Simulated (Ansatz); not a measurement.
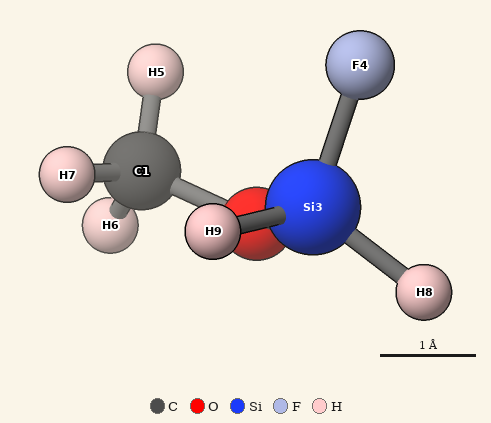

Figure 1. The input geometry of the first run (ball-and-stick view, seen at a tilt; atoms are numbered from 1 in the order of the input).

## What a change does: single-point calculation on CH$_{5}$FOSi

System: CH$_{5}$FOSi, SMILES CO[SiH2]F.
Method of the first run: RKS SPW92/def2-TZVPP (Ansatz 0.2.0).

The geometry comes from this level: PBE0-D4/def2-TZVP. Text and figures count atoms from 1; the logs count them from 0 in places.

## The input, the first run
```yaml
crystal:
  periodic: [false, false, false]
  atoms:
    - {symbol: C, position_ang: [-0.280151, 1.150704, -0.688409]}
    - {symbol: O, position_ang: [-0.743622, -0.064236, -0.137979]}
    - {symbol: Si, position_ang: [0.168871, -1.127669, 0.679938]}
    - {symbol: F, position_ang: [1.201979, -1.865174, -0.290096]}
    - {symbol: H, position_ang: [0.189553, 0.979012, -1.660793]}
    - {symbol: H, position_ang: [-1.135914, 1.813647, -0.822990]}
    - {symbol: H, position_ang: [0.443391, 1.643456, -0.028981]}
    - {symbol: H, position_ang: [-0.748151, -2.141729, 1.231943]}
    - {symbol: H, position_ang: [0.992444, -0.434213, 1.700268]}
basis:
  gaussian: {orbitals: def2-TZVPP}
hamiltonian: {xc: lda}
output: {orbitals: {seedname: orbitals}}
```

Hardware: 2 CPU threads, shared host.

## Output (the first run)
```
Functional definition: SPW92
  exchange = slater_x
  correlation = pw_c
1070 factors; their error is unknown
mean field evaluation 1: about -13682.5232 eV, gradient 6.8e1 eV
mean field evaluation 2: about -13650.5248 eV, gradient 1.5e2 eV
mean field evaluation 4: about -13691.0073 eV, gradient 1.2e1 eV
mean field evaluation 8: about -13691.2330 eV, gradient 2.7e-1 eV
mean field evaluation 16: about -13691.2092 eV, gradient 3.3e-4 eV
mean field -13691.20918874 eV, -503.1426574512 hartree, gradient 7.3e-5 eV, S^2 0.000000; 0 other end points of the search recorded, 0 dependent functions left out
reference -13691.20922537 eV, -503.1426587973 hartree; 21, 21 occupied and 184, 184 virtual orbitals, 1070 factors
Total energy: -13691.20922537 eV, -503.1426587973 hartree
```

The input of the second run differs as follows (lines with − go, lines with + come):
```diff
-hamiltonian: {xc: lda}
+hamiltonian: {xc: {name: B97M-V}}
```

Predict how the results change.

The total energies belong to different methods, so their difference says nothing on which is more stable or more accurate. The HOMO goes from −7.34 to −7.70 eV. The LUMO goes from −0.34 to 0.10 eV.

## Output (the second run)
```
Functional definition: B97M-V
  parameter cx00 = 1.000
  parameter cx01 = 1.308
  parameter cx02 = 1.901
  parameter cx10 = 0.416
  parameter cx11 = 3.070
  parameter css00 = 1.000
  parameter css02 = -1.855
  parameter css10 = -5.668
  parameter css32 = -20.497
  parameter css42 = -20.364
  parameter cos00 = 1.000
  parameter cos01 = 1.573
  parameter cos03 = -6.298
  parameter cos10 = 2.535
  parameter cos32 = -6.427
  parameter b = 6.0
  parameter c = 0.01
  gx(w, u) = cx00 + cx01*u + cx02*u^2 + (cx10 + cx11*u)*w
  gss(w, u) = css00 + css02*u^2 + css10*w + (css32*w^3 + css42*w^4)*u^2
  gos(w, u) = cos00 + cos01*u + cos03*u^3 + cos10*w + cos32*w^3*u^2
  exchange = spin_sum(e_x_unif_s*gx(b97_w, b97_u_x))
  correlation = spin_sum(e_c_pw_mod_same_spin*gss(b97_w, b97_u_same))
      + integral(e_c_pw_mod_opposite_spin*gos(b97_w_opposite, b97_u_opposite)) + vv10(b, c)
1070 factors; their error is unknown
mean field evaluation 1: about -13755.3501 eV, gradient 6.1e1 eV
mean field evaluation 2: about -13740.0389 eV, gradient 1.1e2 eV
mean field evaluation 4: about -13761.8230 eV, gradient 6.8e0 eV
mean field evaluation 8: about -13761.9108 eV, gradient 2.2e-1 eV
mean field evaluation 16: about -13761.8809 eV, gradient 2.6e-4 eV
mean field -13761.88090015 eV, -505.7397949427 hartree, gradient 3.3e-5 eV, S^2 0.000000; 0 other end points of the search recorded, 0 dependent functions left out
reference -13761.88095807 eV, -505.7397970711 hartree; 21, 21 occupied and 184, 184 virtual orbitals, 1070 factors
Total energy: -13761.88095807 eV, -505.7397970711 hartree
```

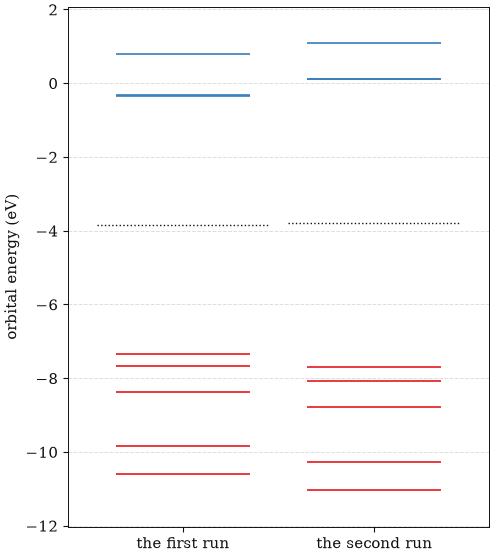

Figure 2. The five highest filled and three lowest empty orbital energies of the two runs; the dotted lines part filled from empty levels. The HOMO–LUMO gap is 7.00 eV in the first run and 7.81 eV in the second run.

## The two runs side by side

```csv
quantity,the first run,the second run
outcome,converged,converged
total energy (hartree),−503.142659,−505.739797
HOMO (eV),−7.34,−7.70
LUMO (eV),−0.34,0.10
basis functions,205,205
wall time (shared host),1.4 s,11 s
```
